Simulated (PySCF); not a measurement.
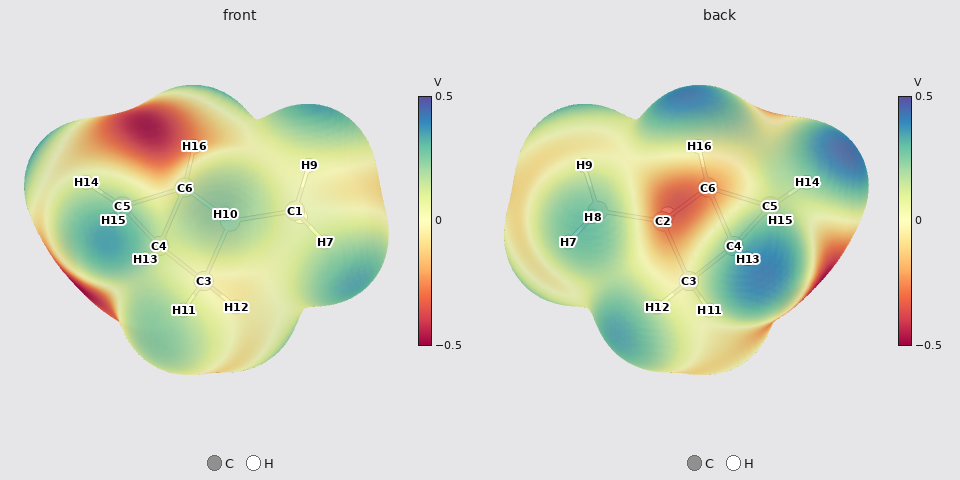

Figure 1: C$_{6}$H$_{10}$. The molecular electrostatic potential painted on the density surface at 0.001 e/bohr³, seen from the front and from behind; red is negative and blue positive.

Geometry: GFN2-xTB.

Method: PySCF, PBE0/def2-SVPD, SCF density, gas phase.

```xyz
16

C     1.9815    0.1427   -0.2145
C     0.6078    0.2189    0.4280
C    -0.1484   -1.1308    0.4660
C    -1.2058   -0.5483   -0.4624
C    -1.8121    0.6594    0.1803
C    -0.4799    0.7710   -0.4921
H     2.6636   -0.4310    0.4099
H     1.9177   -0.3356   -1.1897
H     2.3932    1.1416   -0.3474
H     0.6786    0.7298    1.3929
H    -0.5142   -1.4484    1.4427
H     0.4226   -1.9411    0.0180
H    -1.6930   -1.0910   -1.2561
H    -2.6495    1.1106   -0.3316
H    -1.8742    0.7167    1.2577
H    -0.2957    1.4445   -1.3130
```

### Where is the surface potential most negative and most positive?

The most negative region (about −0.5 V) lies over C4, C5 and C6, the most positive (about +0.4 V) over H13, H14 and H16.
